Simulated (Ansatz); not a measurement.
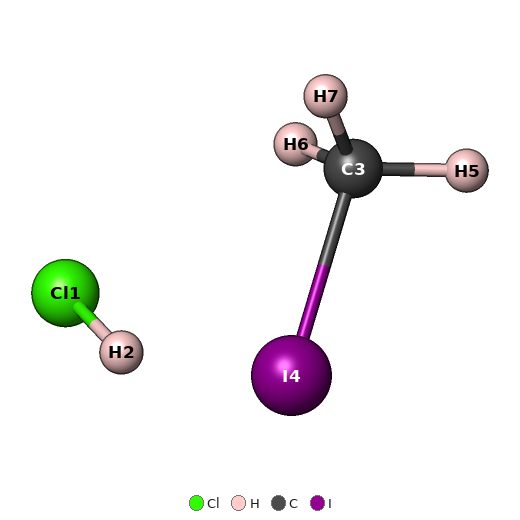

Harmonic vibrations computed with RKS PBE0-D4/def2-TZVP, core potentials on I (Ansatz 0.2.0) at a stationary point of the same level.

**Is this a minimum or a saddle point?**

A minimum: no imaginary frequency, and the lowest mode lies at 36 cm⁻¹.

**How many vibrational modes are there, and where do they lie?**

15 modes: 36, 61, 80, 277, 371, 553, 904, 911, 1284, 1459, 1461, 2780, 3100, 3216, 3222 cm⁻¹.
